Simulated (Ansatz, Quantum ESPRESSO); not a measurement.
# Are band offsets transitive? CdS, Ge and InP

Method. Quantum ESPRESSO 7.5, LDA with GBRV files. Each pair is a 5 + 5 layer (110) superlattice with atoms on ideal cubic sites at the pair's mean lattice constant; bulk valence tops are placed on the mean potential of each half. An offset X/Y is the valence top of Y less that of X.

| interface | a (Å) | valence offset (eV) |
| --- | --- | --- |
| CdS/Ge | 5.733 | +1.278 |
| Ge/InP | 5.743 | −0.579 |

**Question.** What is the offset CdS/InP, computed at a = 5.831 Å?

By hand: If offsets were properties of the bulk crystals alone, they would add: +1.278 + (−0.579) = +0.699 eV.

**The withheld run.** +0.847 eV; the sum misses by −0.148 eV. The rule holds roughly. The three lattice constants differ by up to 1.7 %, so strain shifts of the valence tops enter the miss along with interface dipoles.

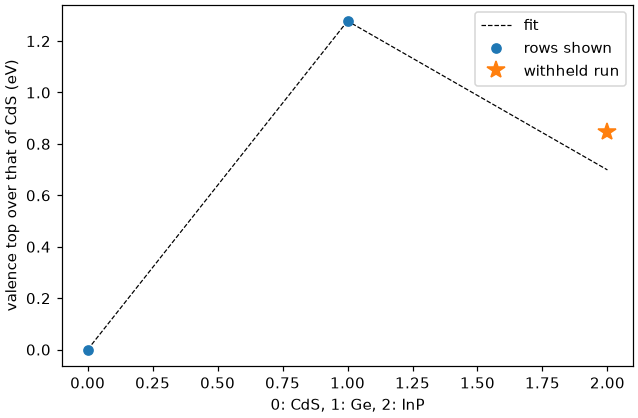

The rows shown, the fit and the withheld run.

**Limits.** No interface relaxation, no spin-orbit coupling, thickness untested.
